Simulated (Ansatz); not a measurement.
# NBrO (nitrosyl bromide) at RPA@PBE/STO-3G

What is the energy change on altering one bond length of NBrO (nitrosyl bromide) at RPA@PBE/STO-3G? 

The calculation is run with Ansatz 0.2.0.

69 further runs of the same task are left out: 10 that didn't finish, 59 set aside as unsound or not needed.

### Step 1. Starting point

NBrO: 3 atoms, total charge 0, spin state singlet. As SMILES, `O=NBr`. The coordinates come from a PBE0-D4/def2-TZVP relaxation.

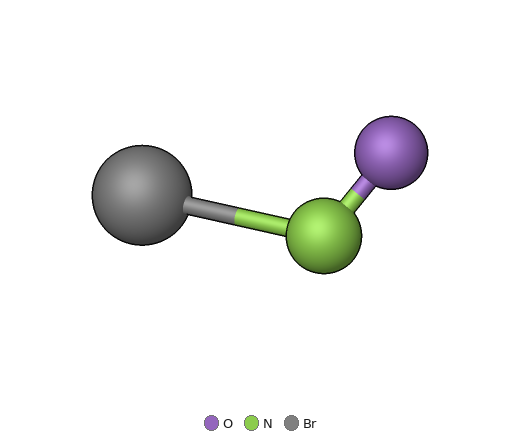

Viewed from a chosen angle; oxygen purple, nitrogen green, bromine grey.

### Step 2. A single-point energy at RPA@PBE/STO-3G

Contents of input.yaml:

```yaml
crystal:
  periodic: [false, false, false]
  atoms:
    - {symbol: O, position_ang: [0.941780, -0.646800, 0.448530]}
    - {symbol: "N", position_ang: [-0.044940, -0.636480, -0.092930]}
    - {symbol: Br, position_ang: [-0.896840, 1.283280, -0.355590]}
basis:
  gaussian:
    orbitals: STO-3G
hamiltonian:
  xc: {name: PBE}
correlation:
  method: rpa
  frozen_orbitals: {Br: 9, "N": 1, O: 1}
accuracy: high
```

The run is started by

```
$ ansatz run input.yaml --threads 1 --pin off --max-ram 3480MiB --events-out events.jsonl --progress --plain --runs-dir runs
```

Output:

```text
Warning: RAYON_NUM_THREADS=1 ignored (pool sized by the plan → 1); use --threads N
Functional definition: PBE
  name "PBE"
  parameter kappa = 0.804
  parameter beta = 0.06672455060314922
  exchange = pbe_x(kappa = kappa, mu = beta*pi^2/3)
  correlation = pbe_c(beta = beta)
394 factors; integrals over basis functions are off by at most 4.4e-8 eV
mean field evaluation 1: about -72748.4170 eV, gradient 2.1e1 eV
mean field evaluation 2: about -72748.3608 eV, gradient 2.2e1 eV
mean field evaluation 4: about -72749.7874 eV, gradient 1.8e1 eV
mean field evaluation 8: about -72750.9031 eV, gradient 1.1e1 eV
mean field evaluation 16: about -72751.6367 eV, gradient 2.8e-4 eV
mean field -72751.63670973 eV, -2673.5733362522 hartree, gradient 2.2e-8 eV, S^2 0.000000; 0 other end points of the search recorded, 0 dependent functions left out
11 core orbitals not correlated: weight in the atoms' cores, before any rotation towards them, 1.000 or more for the frozen orbitals, at most 0.000 for the correlated occupied ones
reference -72711.78224282 eV, -2672.1087116074 hartree; 14, 14 occupied and 3, 3 virtual orbitals, 394 factors
Total energy: -72719.24220288 eV, -2672.3828600831 hartree
```

It took 2 s on 1 thread of Intel Xeon Platinum 8375C at 2.90GHz (Ice Lake), shared host; peak memory 0.11 GiB.

### Step 3. The distorted shape, same level

Contents of run.yaml:

```yaml
crystal:
  periodic: [false, false, false]
  atoms:
    - {symbol: O, position_ang: [1.154751, -1.126730, 0.514194]}
    - {symbol: N, position_ang: [0.168031, -1.116410, -0.027266]}
    - {symbol: Br, position_ang: [-0.896840, 1.283280, -0.355590]}
basis:
  gaussian: {orbitals: STO-3G}
hamiltonian: {xc: {name: PBE}}
correlation: {method: rpa, frozen_orbitals: {Br: 9, "N": 1, O: 1}}
accuracy: high
```

The run is started by

```
$ ansatz run run.yaml --threads 1 --pin off --max-ram 3480MiB --events-out events.jsonl --progress --plain --runs-dir runs
```

Output (excerpt; [...] marks lines left out):

```text
Warning: RAYON_NUM_THREADS=1 ignored (pool sized by the plan → 1); use --threads N
[... 2 set-up lines as earlier in the session ...]
[...]
378 factors; integrals over basis functions are off by at most 6.8e-8 eV
[...]
mean field -72750.74187948 eV, -2673.5404518468 hartree, gradient 1.7e-8 eV, S^2 0.000000; 4 other end points of the search recorded, 0 dependent functions left out; unrestricted orbitals would lower it
unrestricted determinant -72713.15020412 eV, -2672.1589832579 hartree, S^2 1.0135
11 core orbitals not correlated: weight in the atoms' cores, before any rotation towards them, 1.000 or more for the frozen orbitals, at most 0.000 for the correlated occupied ones
reference -72709.64781217 eV, -2672.0302727279 hartree; 14, 14 occupied and 3, 3 virtual orbitals, 378 factors
Total energy: -72718.79386142 eV, -2672.3663838384 hartree
```

Wall time 6 s (1 thread of Intel Xeon Platinum 8375C at 2.90GHz (Ice Lake), shared host); peak memory 0.12 GiB.

### Step 4. Outcome

At RPA@PBE/STO-3G, 11 core orbitals frozen:

| quantity | value |
| --- | --- |
| first shape: total energy | -2672.38286 Eh |
| first shape: RPA correlation energy (valence) | -274.1 mEh |
| distorted shape: total energy | -2672.36638 Eh |
| distorted shape: RPA correlation energy (valence) | -336.1 mEh |
| energy change with the N2–Br3 bond stretched from 2.117 to 2.646 Å | 0.448 eV |

In words: With the N2–Br3 bond stretched from 2.117 to 2.646 Å the energy rises by 0.45 eV (10.3 kcal/mol). The first shape isn't relaxed at this level, so the change isn't measured from a minimum. The minimal basis adds a large error of its own. The restricted solution (distorted shape) is unstable to spin breaking: an unrestricted one lies lower.
